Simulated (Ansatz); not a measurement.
**Ligand exchange: CdBr2 + C3H6F2 → Cd(CH3)Br + C2H3BrF2**

Species: CdBr2 `[Br][Cd][Br]`, singlet; C3H6F2 `CC(F)CF`, singlet; Cd(CH3)Br, singlet; C2H3BrF2 `FCC(F)Br`, singlet. The partners trade Br for CH3: Cd–Br and C–CH3 bonds give way to Cd–CH3 and C–Br.

Shapes, held fixed at every level: PBE0-D4/def2-TZVP. Flexible molecules stand in one conformer, not always the lowest. Programs: Ansatz 0.2.0. Electronic energies: no zero-point or thermal term.

```
              level                    kind  ΔE (kJ/mol)  less CCSD(T)/def2-TZVPP
B3LYP-D4/def2-TZVPP           global hybrid       +175.5                     +4.1
 PBE0-D4/def2-TZVPP           global hybrid       +179.1                     +7.7
 wB97M-V/def2-TZVPP  range-separated hybrid       +181.5                    +10.1
  B2PLYP/def2-TZVPP           double hybrid       +175.9                     +4.5
     MP2/def2-TZVPP     perturbation theory       +163.8                     -7.6
    CCSD/def2-TZVPP   coupled cluster or CI       +179.8                     +8.4
 CCSD(T)/def2-TZVPP   coupled cluster or CI       +171.4                      0.0
```

The highest level, CCSD(T)/def2-TZVPP, gives ΔE = +171.4 kJ/mol; the levels span +163.8 to +181.5. The column of differences is taken from that level and isn't an error. No measured value is set beside it here. For atoms past krypton def2 sets carry core potentials with scalar relativity. Relativity is left out for Br. Outer-core shells of Br, Cd are correlated, in sets that cover them unevenly.

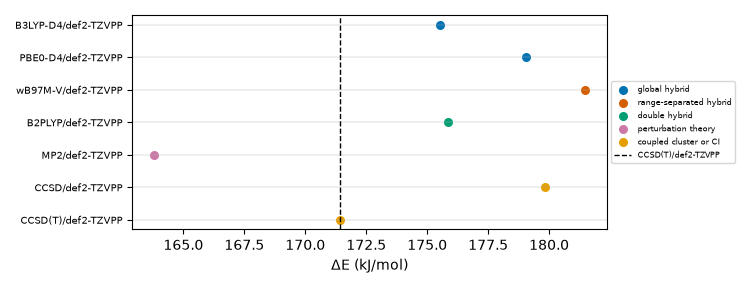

The values of the table, level by level.
